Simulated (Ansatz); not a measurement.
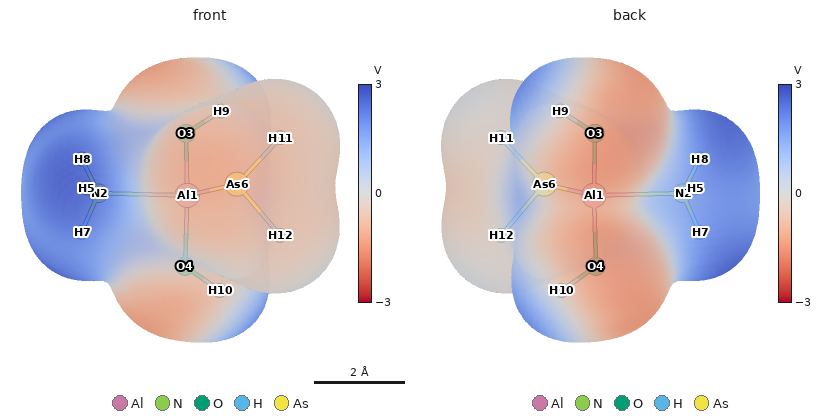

Figure 1: AlAsH$_{7}$NO$_{2}$. The molecular electrostatic potential painted on the density surface at 0.002 e/bohr³, seen from the front and from behind; red is negative and blue positive.

The product side of a reaction path; geometry: PBE0-D4/def2-TZVP.

Level of theory: RKS PBE0-D4/def2-TZVPP (Ansatz).

```csv
atom,x (Å),y (Å),z (Å)
Al,-0.2382,-0.2206,-0.1227
N,1.7689,-0.1382,-0.2850
O,-0.2179,-1.7573,0.6589
O,-0.4798,-0.0866,-1.8248
H,2.2134,0.6358,0.1951
As,-0.9479,1.7007,1.2444
H,1.9878,-0.0791,-1.2751
H,2.1370,-1.0088,0.0869
H,-0.9632,-2.1069,1.1411
H,-1.3226,0.1235,-2.2193
H,-1.8690,0.8569,2.1128
H,-2.0684,2.0806,0.2877
```

Where is the surface potential most negative and most positive?

The most negative region (about −1.6 V, or −37 kcal/mol for a unit charge) lies over O3 and O4, the most positive (about +2.7 V, or +62 kcal/mol for a unit charge) over H5.
